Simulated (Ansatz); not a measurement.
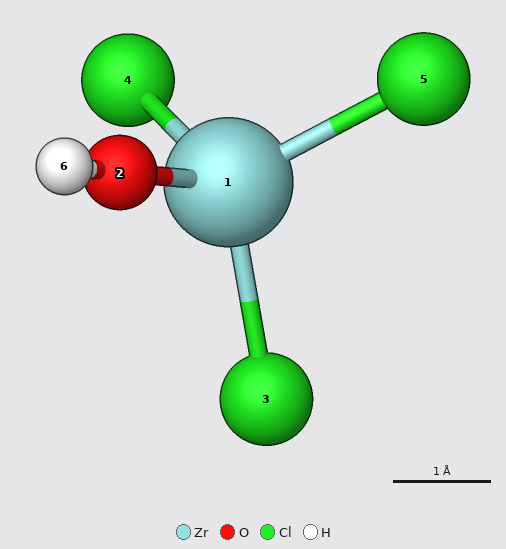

Fig. 1: The input geometry (ball-and-stick view, seen at a tilt; atoms are numbered from 1 in the order of the input). Sticks mark near contacts. Bond lengths as drawn: Cl–Zr 2.34 Å, H–O 0.95 Å and O–Zr 1.88 Å.

Run report: ZrHCl3O, single-point calculation

- system: ZrHCl3O
- method: RKS PBE-D4/def2-TZVPP (Ansatz 0.2.0)

The geometry comes from this level: PBE0-D4/def2-TZVP.

The input:
```yaml
crystal:
  periodic: [false, false, false]
  atoms:
    - {symbol: Zr, position_ang: [0.013654, -0.313942, -0.985552]}
    - {symbol: O, position_ang: [1.067774, -0.979791, 0.419323]}
    - {symbol: Cl, position_ang: [0.537862, -1.465472, -2.949558]}
    - {symbol: Cl, position_ang: [-2.242382, -0.624151, -0.464565]}
    - {symbol: Cl, position_ang: [0.454482, 1.963520, -1.261689]}
    - {symbol: H, position_ang: [1.596488, -1.311060, 1.141242]}
basis:
  gaussian: {orbitals: def2-TZVPP}
hamiltonian: {xc: pbe, dispersion: d4}
```

Machine: 8 threads of Arm Neoverse V1, 23 GiB of memory available, shared host.

Command:
```bash
ansatz run in.yaml --threads 8 --pin off --events-out ev --progress --plain --max-ram 19148MiB
```

Output:
```
Functional definition: PBE
  name "PBE"
  cite "Perdew, Burke & Ernzerhof, Phys. Rev. Lett. 77, 3865 (1996) doi:10.1103/PhysRevLett.77.3865"
  parent pbe
  parameter kappa = 0.804
  parameter beta = 0.06672455060314922
  exchange = pbe_x(kappa = kappa, mu = beta*pi^2/3)
  correlation = pbe_c(beta = beta)
1404 factors; their error is unknown
mean field evaluation 1: about -40897.1489 eV, gradient 7.1e1 eV
mean field evaluation 2: about -40793.9026 eV, gradient 2.1e2 eV
mean field evaluation 4: about -40903.6943 eV, gradient 2.8e1 eV
mean field evaluation 8: about -40905.6232 eV, gradient 3.1e-1 eV
mean field evaluation 16: about -40905.6016 eV, gradient 1.2e-4 eV
mean field -40905.60158756 eV, -1503.2531315304 hartree, gradient 2.2e-5 eV, S^2 0.000000; 0 other end points of the search recorded, 0 dependent functions left out
reference -40905.60165389 eV, -1503.2531339679 hartree; 36, 36 occupied and 191, 191 virtual orbitals, 1404 factors
Total energy: -40905.80859777 eV, -1503.2607390151 hartree
```

Key numbers:

| quantity | value |
| --- | --- |
| outcome | converged |
| total energy | −40905.8086 eV |
| mean-field energy | −40905.6017 eV |
| dispersion energy | −0.2069 eV |
| SCF solution under orbital rotations | stable |
| wall time | 1.4 s (CPU time 9 s) |
| peak memory | 0.54 GiB |
